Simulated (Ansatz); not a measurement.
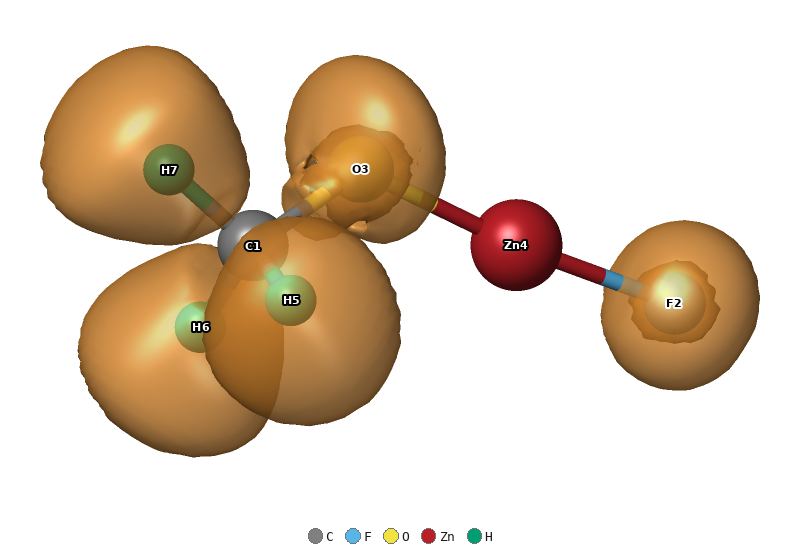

Figure. CH$_{3}$FOZn (SMILES C[O][Zn][F]). Isosurface of the ELF at 0.75 (orange), seen at a tilt. Core shells and regions of very low density are left out.

Geometry: r2SCAN-D4/def2-SVP.

These are results of Ansatz 0.2.0, isolated molecule in a Gaussian basis; Kohn-Sham density functional theory, functional PBE0, not measurements.

```xyz
7

C    -0.9277   -1.3413   -0.5607
F    -3.3840    1.9042    1.3005
O    -1.5269   -0.9661    0.6493
Zn   -2.4521    0.5057    0.8972
H    -0.1627   -0.6209   -0.9180
H    -1.6540   -1.4872   -1.3872
H    -0.4120   -2.3082   -0.4143
```

What do the ELF domains correspond to?

At this value the surface marks out three regions around hydrogen nuclei, one region on O in which the atom's valence shell and bonds are merged and one region wrapped around F (its valence shell). Along the contacts the grid gives the following. C–O (1.40 Å): the ELF peaks at about 0.90 between the atoms (a shared but strongly polarised pair). Zn–F (1.73 Å): the ELF peaks at about 0.80 in the valence shell of F, 0.5 Å from its nucleus, and is about 0.15 at the midpoint.
